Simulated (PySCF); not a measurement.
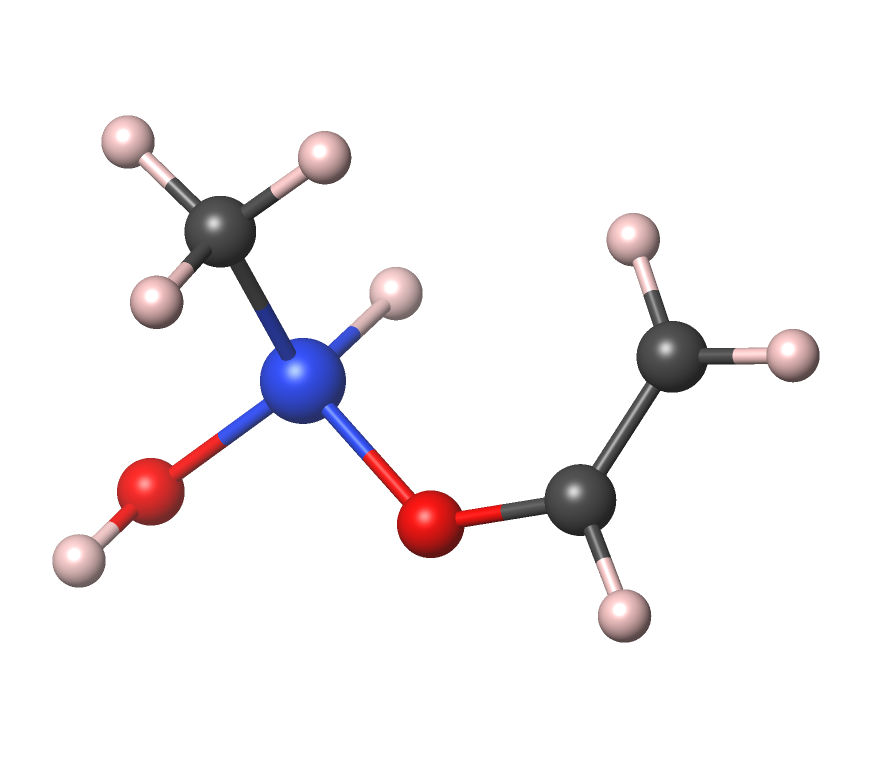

Every bond is drawn as one stick, whatever its order. Colours: carbon dark grey, oxygen red, silicon blue, hydrogen pink.

Computed geometry: PBE0-D3(BJ)/def2-SVP optimisation. No frequency run is at hand to confirm it as a minimum.

Question: What is the molecular formula?

Answer: C₃H₈O₂Si, 14 atoms: 3 carbon, 8 hydrogen, 2 oxygen and 1 silicon.

Question: Name functional groups in it.

Answer: Among them: alkene, Si–H bond, Si–O bond.

Question: Give a SMILES string for it.

Answer: C=CO[Si@H](C)O

Question: What is the point group of this geometry?

Answer: C1.

Question: How many bonds of each kind are drawn?

Answer: 6 C–H, 2 O–Si, 1 C–C, 1 C–O, 1 C–Si, 1 Si–H, 1 O–H.

More results for the same structure follow; atom numbers are the same in all pictures, views and colours differ.

Shape

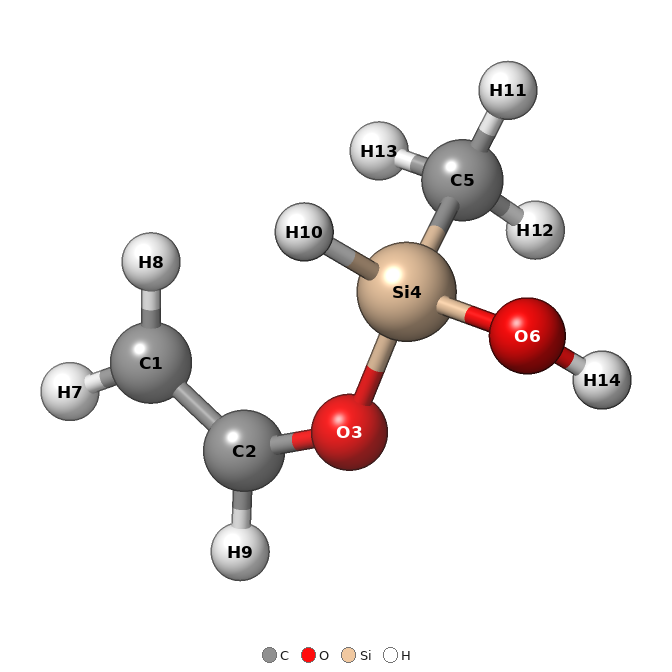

Atoms carry their numbers in the input. No frequency run is at hand to confirm it as a minimum.

Question: Describe the coordination of atom 6.

Answer: O6 has 2 neighbours (Si4 at 1.65, H14 at 0.96 Å); the arrangement is bent.

Question: How are the neighbours of atom 4 arranged?

Answer: Si4 has 4 neighbours (O3 at 1.69, C5 at 1.86, O6 at 1.65, H10 at 1.49 Å); the arrangement is tetrahedral.

Question: How are the neighbours of atom 5 arranged?

Answer: C5 has 4 neighbours (Si4 at 1.86, H11 at 1.10, H12 at 1.10, H13 at 1.10 Å); the arrangement is tetrahedral.

Question: Describe the coordination of atom 1.

Answer: C1 has 3 neighbours (C2 at 1.34, H7 at 1.09, H8 at 1.09 Å); the arrangement is trigonal planar.

Question: What is the dihedral angle C2–O3–Si4–O6?

Answer: 173° in size, that is anti.

Charges

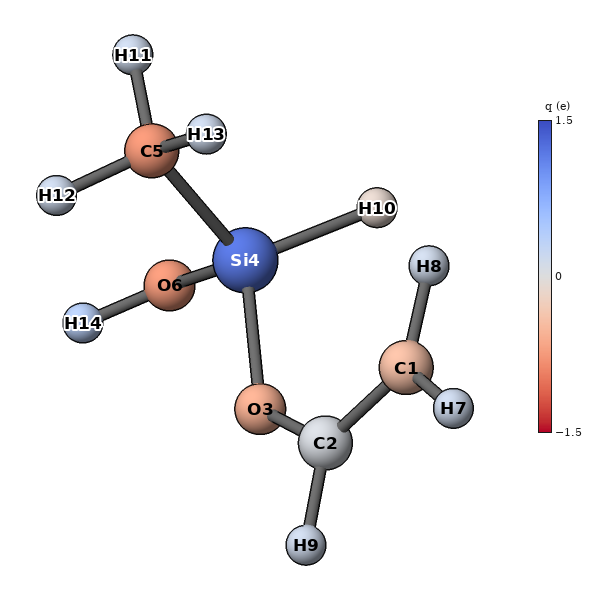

Atoms are coloured by their IAO charges. No frequency run is at hand to confirm it as a minimum. Level of theory: PBE0/6-31G, gas phase (PySCF 2.14.0).

Give the IAO charges atom by atom.

```
atom  value (e)
  C1      −0.42
  C2       0.06
  O3      −0.56
 Si4       1.18
  C5      −0.76
  O6      −0.74
  H7       0.16
  H8       0.14
  H9       0.16
 H10      −0.11
 H11       0.17
 H12       0.17
 H13       0.18
 H14       0.36
```

Core levels

No frequency run is at hand to confirm it as a minimum. Method: delta-SCF UKS SCAN, pcX-1 on the ionised atom, pcseg-1 elsewhere, spin-free X2C (PySCF 2.14.0).

Give the core-electron binding energies (to vacuum; p and d levels without spin–orbit splitting) of C1 1s, C2 1s, O3 1s, Si4 1s, Si4 2p, C5 1s, O6 1s.

| atom | level | binding energy (eV) |
| --- | --- | --- |
| C1 | 1s | 290.0 |
| C2 | 1s | 292.3 |
| O3 | 1s | 538.5 |
| Si4 | 1s | 1848.1 |
| Si4 | 2p | 108.3 |
| C5 | 1s | 290.5 |
| O6 | 1s | 538.8 |

Electronic properties

No frequency run is at hand to confirm it as a minimum. Properties computed with PBE0/6-31G, gas phase (PySCF 2.14.0).

Question: What is the dipole moment?

Answer: 2.48 D.

Question: Give the HOMO energy (Kohn–Sham orbital) at this level.

Answer: −6.63 eV.

Question: Give the HOMO–LUMO gap at this level.

Answer: 7.64 eV.

NMR shielding

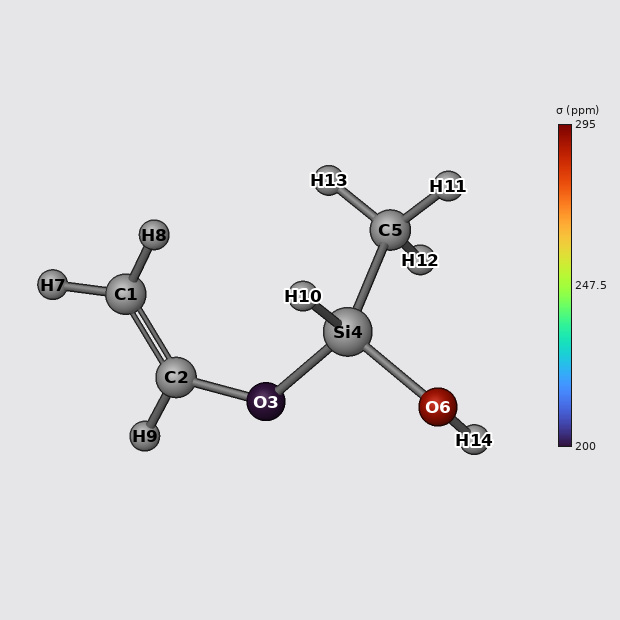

Atoms are coloured by their isotropic NMR shieldings (O only, the others grey). No frequency run is at hand to confirm it as a minimum. Level of theory: GIAO BHandHLYP/pcSseg-1 NMR shielding, non-relativistic, gas phase (PySCF 2.14.0).

Give the isotropic NMR shieldings of the O atoms atom by atom.

```tsv
atom	σ (ppm)
O3	200.3
O6	290.3
```
